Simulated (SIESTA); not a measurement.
Band structure of PdIn (Pm-3m, 2 atoms in the cell).

```xyz
2
Lattice="3.2500 0.0000 0.0000 0.0000 3.2500 0.0000 0.0000 0.0000 3.2500" Properties=species:S:1:pos:R:3 pbc="T T T"
In     1.6250     1.6250     1.6250
Pd     0.0000     0.0000     0.0000
```

Level of theory: GGA PBE, numerical atomic orbitals DZP, PseudoDojo PBE standard norm-conserving potentials (rewritten from UPF to PSML) (SIESTA).

Settings: XC.functional = GGA; XC.authors = PBE; potentials = PseudoDojo PBE standard; PAO.BasisSize = DZP; PAO.EnergyShift = 0.01 Ry; MeshCutoff = 400 Ry; kgrid.MonkhorstPack = 8 8 8; OccupationFunction = FD; ElectronicTemperature = 0.1 eV; MaxSCFIterations = 150; SCF.Mixer.Method = Broyden; SCF.Mixer.Weight = 0.25; SCF.Mixer.History = 6; SCF.DM.Tolerance = 1.0E-04.

The starting cell has typed, rounded lattice constants, without a prior relaxation at this level. Spin polarisation is off. Values carry the incompleteness of an atom-centred basis.

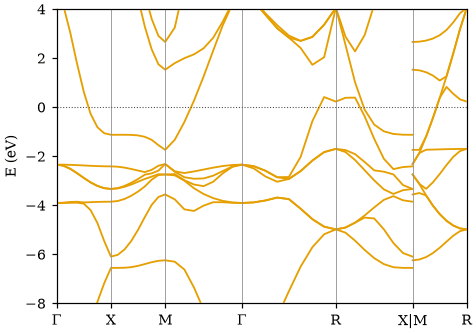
Figure. Bands along the path, energies from the Fermi level.

Levels in eV from the Fermi level, bands 12 to 17:
```
point     12     13     14     15     16    17
-----  -----  -----  -----  -----  -----  ----
Γ      -3.91  -2.34  -2.34  -2.34   4.56  4.56
X      -3.85  -3.33  -3.33  -2.41  -1.13  9.80
M      -2.74  -2.74  -2.32  -2.32  -1.74  1.53
R      -4.98  -1.70  -1.70   0.23   4.05  4.05
```

Bands cross the Fermi level along this path, so the cell is metallic at this level.

Higher empty bands are left out: an atom-centred basis made for the valence describes them poorly.
